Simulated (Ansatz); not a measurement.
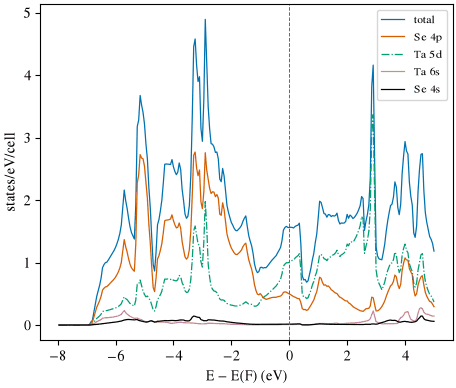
Fig. 1. Total and projected density of states of TaSe₂ in space group R-3m (No. 166; Se on 6c, Ta on 3a), LDA in the plane-wave PAW code Ansatz

Q: Which orbitals carry the states next to the Fermi level?

A: Within 0.5 eV of the Fermi level: Ta 5d 64 %, Se 4p 32 %. Projections are on Löwdin-orthogonalised atomic valence shells; empty p or d shells of many metals are not among them.

Q: Where is the tallest occupied peak in this window, and what makes it?

A: Near -2.9 eV, about 4.9 states/eV per cell; the largest projected share is Se 4p.

The workflow started from an entry of the Crystallography Open Database (COD), which files this formula under 5 space groups. Whether it is the stable phase at ambient conditions was not checked. The LDA relaxation kept the symmetry of its start; its stability against distortions is not shown here. The run is not spin-polarised. A crystal of weakly bound layers computed without a dispersion correction: the cell and the soft elastic constants depend strongly on that. With an odd number of electrons in the cell and no spin polarisation, the count alone makes it a metal. Spin–orbit coupling is left out wherever it is not named.

Potentials: the later of the program's two PAW sets.
